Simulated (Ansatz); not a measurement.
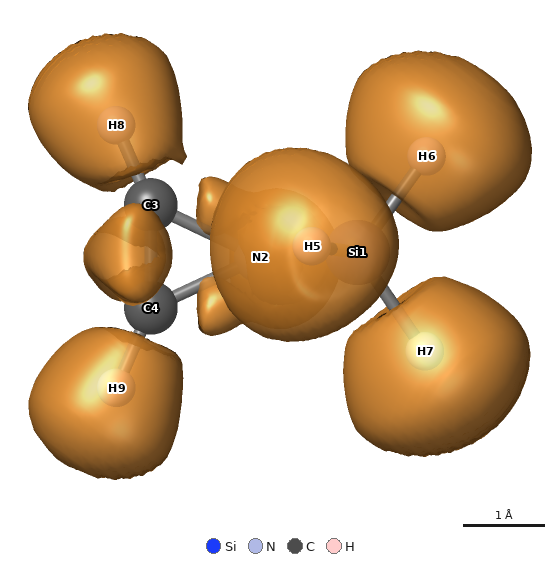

*C2H5NSi (SMILES [SiH3]N1C=C1). Isosurface of the electron localisation function at 0.75 (orange), seen at a tilt. Core shells and regions of very low density are left out.*

These are results of RKS B3LYP/def2-SVP (Ansatz), not measurements.

Input

```
crystal:
  periodic: [false, false, false]
  atoms:
    - { symbol: Si, position_ang: [0.0095, 0.669, -1.0156] }
    - { symbol: "N", position_ang: [-0.6841, -0.032, 0.3335] }
    - { symbol: C, position_ang: [-0.2453, -0.2103, 1.579] }
    - { symbol: C, position_ang: [-0.4715, -1.261, 0.854] }
    - { symbol: H, position_ang: [1.3968, 0.3349, -1.1583] }
    - { symbol: H, position_ang: [-0.157, 2.202, -0.89] }
    - { symbol: H, position_ang: [-0.7391, 0.2498, -2.2295] }
    - { symbol: H, position_ang: [0.8268, 0.0188, 1.9368] }
    - { symbol: H, position_ang: [0.1524, -2.0175, 0.5731] }
basis:
  gaussian: { orbitals: def2-SVP }
hamiltonian:
  xc: b3lyp
relax:
  f_tol: 0.015
  max_steps: 40
output:
  orbitals: {}
```

Launched as:

```sh
ansatz run input.yaml --threads 1 --pin off --max-ram 2048MiB --backend cpu --events-out ev --progress --plain --runs-dir out
```

The fields are those of the relaxed geometry.

Identify the bonds, lone pairs and shells in this picture.

Answer. At this value the surface marks out one region between bonded C–C atoms (shared pairs), five regions around hydrogen nuclei and one region on N in which the atom's valence shell and bonds are merged. Along the contacts the grid gives the following. C–C (1.28 Å): the ELF peaks at about 0.85 between the atoms: a short, multiple covalent bond. C–N (1.51 Å): the ELF peaks at about 0.80 between the atoms (a shared electron pair).
